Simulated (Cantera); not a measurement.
Input: 1 mol CaO, 4.4 mol HF, 0.97 mol N2, equilibrated at 0.750 Torr.

Equilibrium computed with Cantera from the NASA thermochemical tables; the gas is ideal and each condensed phase is pure. Candidate condensed phases: Ca, CaF2, CaO, Ca(OH)2, H2O; 47 gas species. Kinetics and transport are ignored.

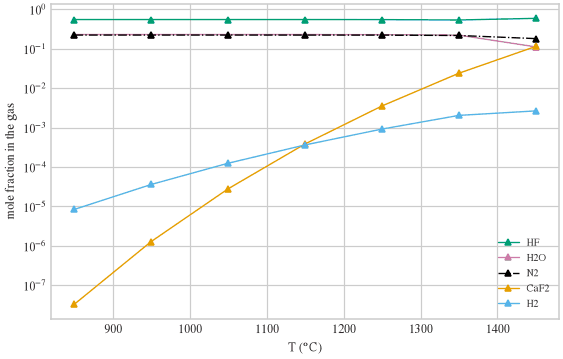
Equilibrium gas composition (values under 1e-9 drawn at 1e-9)

**Question.** Read off the mole fractions at 1150 °C.

**Answer.** HF about 0.55, H2O about 0.23, N2 about 0.22, CaF2 about 0.00038, H2 about 0.00036.
